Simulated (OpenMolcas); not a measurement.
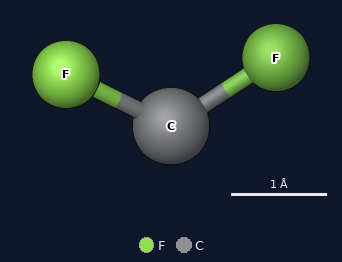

The structure (ball-and-stick view, seen at a tilt). Bond lengths as drawn: C–F 1.32 Å.

**CF₂: single-point calculation (part 1 of 2)**

The run: single-point calculation of CF₂, multiplicity 3, SMILES F[C]F. Method and program: B3LYP/pcseg-1, UKS (OpenMolcas 26.06).

The geometry is that of the parent species in another charge or spin state. The geometry comes from this level: GFN2-xTB.

### Input file
```
* CF2 Kohn-Sham DFT

&GATEWAY
 BasLib
 $CurrDir
 Coord
 struct.xyz
 Basis
 pcseg-1
 Group
 NoSym

&SEWARD

&SCF
 UHF
 Spin
 3
 KSDFT
 B3LYP
 Thresholds
 0.0001 0.1 0.1 1
 PrOrbitals
 0
```

### File struct.xyz
```
3

F      0.396940     1.032800     0.332770
C      0.326820    -0.272180     0.149730
F     -0.723760    -0.760620    -0.482500
```

Run on 1 thread of Arm Neoverse V1, 24 GiB of memory available, shared host.

Command:
```bash
export MOLCAS_MEM=1860
pymolcas job.inp > job.log
```

### The program's output
```
--- Start Module: gateway ---

                                              &GATEWAY

                       available to each process: 1.9 GB of memory, 1 thread

 Basis Set     1 Label: F.PCSEG-1
 Basis set is read from library:.
 basistype.tbl is not found

 Basis Set     2 Label: C.PCSEG-1
 Basis set is read from library:.
 basistype.tbl is not found

 Basis Set     3 Label: F.PCSEG-1
 Basis set is read from library:.
 basistype.tbl is not found

++    Symmetry information:
      ---------------------

                    Character Table for C1

                             E
                    a        1  x, y, xy, Rz, z, xz, Ry, yz, Rx, I
--

++    Basis set information:
      ----------------------

      Basis set label: F.PCSEG-1.........

      Electronic valence basis set:
      ------------------
      Associated Effective Charge   9.000000 au
      Associated Actual Charge      9.000000 au
      Nuclear Model: Point charge

      Shell  nPrim  nBasis  Cartesian Spherical Contaminant
         s       8       3        X
         p       4       2        X
         d       1       1                 X

      Basis set label: C.PCSEG-1.........

      Electronic valence basis set:
      ------------------
      Associated Effective Charge   6.000000 au
      Associated Actual Charge      6.000000 au
      Nuclear Model: Point charge

      Shell  nPrim  nBasis  Cartesian Spherical Contaminant
         s       8       3        X
         p       4       2        X
         d       1       1                 X

      Basis set label: F.PCSEG-1.........

      Electronic valence basis set:
      ------------------
      Associated Effective Charge   9.000000 au
      Associated Actual Charge      9.000000 au
      Nuclear Model: Point charge

      Shell  nPrim  nBasis  Cartesian Spherical Contaminant
         s       8       3        X
         p       4       2        X
         d       1       1                 X
--

++    Molecular structure info:
      -------------------------

                    ************************************************
                    **** Cartesian Coordinates / bohr, angstrom ****
                    ************************************************

     Center  Label                x              y              z                     x              y              z
        1      F1               0.750108       1.951709       0.628844              0.396940       1.032800       0.332770
        2      C2               0.617600      -0.514346       0.282949              0.326820      -0.272180       0.149730
        3      F3              -1.367708      -1.437363      -0.911793             -0.723760      -0.760620      -0.482500

                    ***************************************
                    *    InterNuclear Distances / bohr    *
                    ***************************************

               1 F1            2 C2            3 F3
    1 F1       0.000000
    2 C2       2.493718        0.000000
    3 F3       4.283050        2.494157        0.000000

                    *******************************************
                    *    InterNuclear Distances / angstrom    *
                    *******************************************

               1 F1            2 C2            3 F3
    1 F1       0.000000
    2 C2       1.319619        0.000000
    3 F3       2.266493        1.319851        0.000000

                    **************************************
                    *    Valence Bond Angles / degree    *
                    **************************************
                          Atom centers                 Phi
                      1 F1       2 C2       3 F3       118.34
--

            Nuclear Potential Energy             62.21677249 au

--- Stop Module: gateway /rc=_RC_ALL_IS_WELL_ ---

--- Start Module: seward ---

                                              &SEWARD

                       available to each process: 1.9 GB of memory, 1 thread

               SEWARD will generate:
                  Multipole Moment integrals up to order  2
                  Kinetic Energy integrals
                  Nuclear Attraction integrals (point charge)
                  One-Electron Hamiltonian integrals
                  Velocity integrals
                  Orbital angular momentum around ( -0.0864   0.0720  -0.0396 )
                  Velocity quadrupole around ( -0.0864   0.0720  -0.0396 )
                  Two-Electron Repulsion integrals

                   Integrals are discarded if absolute value <: 1.00E-14
                   Integral cutoff threshold is set to       <: 1.00E-16

            Nuclear Potential Energy             62.21677249 au

      Basis set specifications :
      Symmetry species         a
      Basis functions           42

--- Stop Module: seward /rc=_RC_ALL_IS_WELL_ ---

--- Start Module: scf ---

                                                &SCF

                       available to each process: 1.9 GB of memory, 1 thread

++    Input section:
      --------------

      Header of the integral files:

      Cartesian coordinates in angstrom:
      -----------------------------------------------------
      No.  Label        X            Y            Z
      -----------------------------------------------------
       1   F1         0.39694000   1.03280000   0.33277000
       2   C2         0.32682000  -0.27218000   0.14973000
       3   F3        -0.72376000  -0.76062000  -0.48250000
      -----------------------------------------------------
      Nuclear repulsion energy =   62.21677249
--

++    Orbital specifications:
      -----------------------

      Symmetry species               1
                                     a
      Frozen orbitals                0
      Start temperature = 0.500
      End temperature   = 0.010
      Temperature Factor= 0.460
      Deleted orbitals               0
      Total number of orbitals      42
      Number of basis functions     42
--

      Molecular charge                           0.000

      Numerical integration parameters
      --------------------------------
      Radial quadrature type:                         MHL
      Size of radial grid:                            75
      Lebedev angular grid:                           29
      Angular grid pruned with the crowding factor:  3.00E+00
                                 and fading factor:  6.00E+00
      Screening threshold for integral computation:   1.00E-11
      Radial quadrature accuracy:                     1.00E-25
      Maximum batch size:                             128
      AO values are stored on disk
      The same grid will be used for all iterations.

      DFT functional specifications
      -----------------------------
      Using Libxc version: 6.2.2
      Please cite the following reference:
      S. Lehtola, C. Steigemann, M. J.T. Oliveira, and M. A.L. Marques.,  SoftwareX 7, 1–5 (2018) doi:10.1016/j.softx.2017.11.002

      * B3LYP

++    Optimization specifications:
      ----------------------------

      SCF Algorithm: Conventional USCF
      D(i)-D(i-1) density differences are used
      Number of density matrices in core                 5
      Maximum number of NDDO SCF iterations            400
      Maximum number of HF SCF iterations              400
      Threshold for SCF energy change             1.00E-04
      Threshold for density matrix                1.00E-01
      Threshold for Fock matrix                   1.00E-01
      Threshold for linear dependence             1.00E-09
      Threshold at which DIIS is turned on        1.50E-01
      Maximum depth in the DIIS procedure                5
      Maximum depth in the BFGS Hessian update          30
      Threshold at which QNR/C2DIIS is turned on  7.50E-02
      Threshold for Norm(delta) (QNR/C2DIIS)      1.00E+00
      All orbitals punched on: UHFORB
--

      Input vectors read from INPORB
      Orbital file label: *Guess orbitals

++ Convergence information
                               UHF B3LYP      iterations: Energy and convergence statistics

Iter     Tot. B3LYP      One-elec.       Two-elec.     Energy      Max Dij or  Max Fij      DNorm      TNorm      AccCon     Time
         Energy          Energy          Energy        Change      Delta Norm                                                in Sec.
   1  -235.086348260  -470.087356223   172.784235470   0.00E+00    4.42E-01*   7.37E-01*    6.61E+00   8.90E+01   None         0.
   2  -235.716745138  -472.421954997   174.488437366  -6.30E-01*   4.74E-01*   3.06E-01*    4.27E+00   8.89E+01   EDIIS        0.
   3  -236.272169286  -468.252134780   169.763193000  -5.55E-01*   2.92E-01*   2.71E-01*    3.11E+00   8.85E+01   EDIIS        0.
   4  -237.051474115  -477.750634776   178.482388167  -7.79E-01*   3.90E-01*   1.87E-01*    2.10E+00   9.00E+01   EDIIS        0.
   5  -237.368229959  -469.886502400   170.301499947  -3.17E-01*   2.14E-01*   1.09E-01*    1.79E+00   8.85E+01   EDIIS        0.
   6  -237.531302193  -475.205706210   175.457631524  -1.63E-01*   1.05E-01*   5.76E-02     5.51E-01   8.95E+01   EDIIS        0.
   7  -237.551731064  -472.449128960   172.680625403  -2.04E-02*   4.73E-02    3.13E-02     3.44E-01   8.90E+01   EDIIS        0.
   8  -237.569129118  -473.822190134   174.036288522  -1.74E-02*   4.63E-02    1.63E-02     8.42E-02   8.92E+01   EDIIS        0.
   9  -237.567542268  -473.191012627   173.406697865   1.59E-03*   6.80E-03    8.14E-03     1.28E-01   8.91E+01   EDIIS        0.

       Fermi aufbau procedure completed!
      nOcc(alpha)=   13
      nOcc(beta) =   11

  10  -237.570126459  -473.513975090   173.727076138  -2.58E-03*   1.15E-03    1.65E-03     2.49E-02   8.92E+01   c2DIIS       0.
  11  -237.570212151  -473.583880934   173.796896290  -8.57E-05    6.25E-04    8.57E-05     2.04E-03   8.92E+01   QNRc2DIIS    0.

       Convergence after  11 Iterations
--

 *****************************************************************************************************************************
 *                                             SCF/KS-DFT Program, Final results                                             *
 *                                                       Final Results                                                       *
 *****************************************************************************************************************************

::    Total KS-DFT energy                            -237.5702121510
      One-electron energy                            -473.5838809340
      Two-electron energy                             173.7968962896
      Nuclear repulsion energy                         62.2167724934
      Kinetic energy (interpolated)                   237.0370542547
      Virial theorem                                    1.0022492597
      Total spin, S(S+1)                                2.0031469745
      Total spin, S                                     1.0010486249
      Max non-diagonal density matrix element           0.0002184570
      Max non-diagonal Fock matrix element              0.0000000084

      No orbitals printed
      No orbitals printed

++    Molecular charges:
      ------------------

      Mulliken charges per centre
      ---------------------------

                            F1                      C2                      F3
                     alpha        beta       alpha        beta       alpha        beta
      Total        4.6738      4.5322      3.6522      1.9354      4.6740      4.5324
      Total              9.2060                  5.5876                  9.2064

      Charge           -0.2060                  0.4124                 -0.2064

      Total electronic charge=   24.000000

      Total            charge=   -0.000000
--

++    Molecular orbitals:
      -------------------

      Title: Natural orbitals

      Molecular orbitals for symmetry species 1: a

          Orbital            1         2         3         4         5         6         7         8         9        10
          Energy          -24.7254  -24.7201  -10.3199   -1.1892   -1.2823   -0.6509   -0.4745   -0.5066   -0.6905   -0.5344
          Occ. No.          2.0000    2.0000    2.0000    2.0000    2.0000    1.9999    1.9999    1.9999    1.9997    1.9995

        1 F1     1s         0.0761   -0.9968    0.0091    0.1534   -0.1611    0.0057    0.0000    0.0395   -0.0257    0.0000
        2 F1     1s         0.0034   -0.0182    0.0101   -0.3632    0.3669   -0.0122   -0.0000   -0.0914    0.0632    0.0000
        3 F1     1s        -0.0018    0.0298    0.0112   -0.3682    0.3723    0.0400    0.0000   -0.0803    0.1033    0.0000
        4 F1     2px       -0.0010   -0.0005   -0.0001    0.1236   -0.0230   -0.0761    0.2381   -0.4141    0.2255   -0.2129
        5 F1     2px        0.0003   -0.0006   -0.0002    0.0794   -0.0140   -0.0503    0.1554   -0.2661    0.1435   -0.1329
        6 F1     2py        0.0003    0.0024   -0.0158   -0.0306    0.0226    0.4198    0.0479   -0.0949    0.2829   -0.0428
        7 F1     2py        0.0009   -0.0020   -0.0110   -0.0316    0.0253    0.2303    0.0313   -0.0597    0.1538   -0.0267
        8 F1     2pz       -0.0005   -0.0000   -0.0018    0.0646   -0.0102    0.0046   -0.4326   -0.2384    0.1554    0.3869
        9 F1     2pz        0.0003   -0.0006   -0.0014    0.0402   -0.0049   -0.0022   -0.2824   -0.1531    0.0960    0.2414
       10 F1     3d2-      -0.0001    0.0001    0.0002   -0.0037    0.0018    0.0041   -0.0069    0.0119   -0.0107    0.0084
       11 F1     3d1-      -0.0001    0.0002    0.0005   -0.0025    0.0020   -0.0005    0.0123    0.0065   -0.0085   -0.0147
       12 F1     3d0        0.0000   -0.0003   -0.0010    0.0011   -0.0027    0.0073    0.0027    0.0009    0.0060   -0.0044
       13 F1     3d1+       0.0000    0.0000    0.0000   -0.0007    0.0008    0.0005   -0.0005    0.0014   -0.0021   -0.0002
       14 F1     3d2+       0.0001   -0.0005   -0.0017    0.0021   -0.0042    0.0125    0.0012    0.0003    0.0108   -0.0008
       15 C2     1s         0.0064   -0.0141   -1.0013   -0.0000   -0.0065    0.0000   -0.0000   -0.0000    0.0909    0.0000
       16 C2     1s        -0.0001    0.0001   -0.0120   -0.0000    0.0569   -0.0000   -0.0000    0.0001   -0.2824   -0.0000
       17 C2     1s         0.0052   -0.0044    0.0104   -0.0000   -0.0022    0.0000   -0.0000   -0.0000   -0.0489   -0.0000
       18 C2     2px        0.0000    0.0003   -0.0032   -0.0278   -0.0436   -0.1822    0.0000    0.0094    0.1594   -0.1084
       19 C2     2px       -0.0031    0.0002    0.0013    0.0052   -0.0045   -0.0051   -0.0000   -0.0241    0.0134   -0.0390
       20 C2     2py        0.0004    0.0003    0.0027   -0.0446    0.0364   -0.2915    0.0000    0.0152   -0.1328   -0.0218
       21 C2     2py       -0.0004   -0.0036   -0.0010    0.0084    0.0037   -0.0082   -0.0000   -0.0386   -0.0112   -0.0079
       22 C2     2pz        0.0001    0.0002   -0.0015   -0.0202   -0.0200   -0.1325   -0.0000    0.0069    0.0730    0.1970
       23 C2     2pz       -0.0017   -0.0003    0.0006    0.0038   -0.0021   -0.0037    0.0000   -0.0175    0.0061    0.0709
       24 C2     3d2-      -0.0003   -0.0000   -0.0001    0.0076    0.0050    0.0113    0.0144   -0.0076    0.0080   -0.0049
       25 C2     3d1-      -0.0001    0.0000   -0.0001    0.0013    0.0054    0.0019   -0.0221   -0.0013    0.0015    0.0124
       26 C2     3d0       -0.0002   -0.0001   -0.0000    0.0057   -0.0083    0.0085   -0.0184   -0.0057    0.0108   -0.0112
       27 C2     3d1+      -0.0001   -0.0003    0.0000    0.0118    0.0090    0.0175   -0.0087   -0.0117   -0.0125   -0.0105
       28 C2     3d2+      -0.0004   -0.0006    0.0000    0.0232   -0.0045    0.0344    0.0054   -0.0231    0.0010    0.0090
       29 F3     1s         0.9964    0.0776   -0.0001   -0.1547   -0.1616   -0.0058   -0.0000   -0.0395   -0.0257   -0.0000
       30 F3     1s         0.0193   -0.0007    0.0100    0.3633    0.3668    0.0122    0.0000    0.0914    0.0632    0.0000
       31 F3     1s        -0.0290   -0.0029    0.0115    0.3683    0.3723   -0.0399   -0.0000    0.0803    0.1033    0.0000
       32 F3     2px        0.0021    0.0011    0.0129   -0.0641   -0.0259    0.3688   -0.2381    0.0527   -0.1613   -0.2129
       33 F3     2px       -0.0015    0.0006    0.0090   -0.0510   -0.0253    0.2050   -0.1555    0.0349   -0.0811   -0.1328
       34 F3     2py        0.0005   -0.0010    0.0051    0.1257    0.0181    0.0492   -0.0479   -0.4835   -0.3366   -0.0428
       35 F3     2py       -0.0012    0.0004    0.0037    0.0771    0.0074    0.0177   -0.0313   -0.3104   -0.2059   -0.0267
       36 F3     2pz        0.0012    0.0005    0.0077   -0.0213   -0.0122    0.2084    0.4327   -0.0245   -0.1260    0.3869
       37 F3     2pz       -0.0010    0.0003    0.0054   -0.0195   -0.0131    0.1148    0.2825   -0.0152   -0.0674    0.2414
       38 F3     3d2-      -0.0003    0.0002    0.0011    0.0040    0.0035    0.0032   -0.0035   -0.0093   -0.0140   -0.0049
       39 F3     3d1-      -0.0002    0.0001    0.0006    0.0026    0.0023    0.0017    0.0036   -0.0061   -0.0090    0.0057
       40 F3     3d0        0.0001    0.0000   -0.0003   -0.0009   -0.0013   -0.0018    0.0105    0.0010    0.0035    0.0125
       41 F3     3d1+      -0.0004    0.0000    0.0014    0.0012    0.0035    0.0108    0.0068    0.0025   -0.0072    0.0078
       42 F3     3d2+      -0.0002   -0.0000    0.0009   -0.0012    0.0011    0.0097   -0.0051    0.0074    0.0007   -0.0058

          Orbital           11        12        13        14        15        16        17        18        19        20
          Energy           -0.6000   -0.2654   -0.1166    0.7632    0.5938    0.5024    0.4050    1.0492    1.3117    1.5099
          Occ. No.          1.9995    1.0000    1.0000    0.0005    0.0005    0.0003    0.0001    0.0001    0.0001    0.0000
```
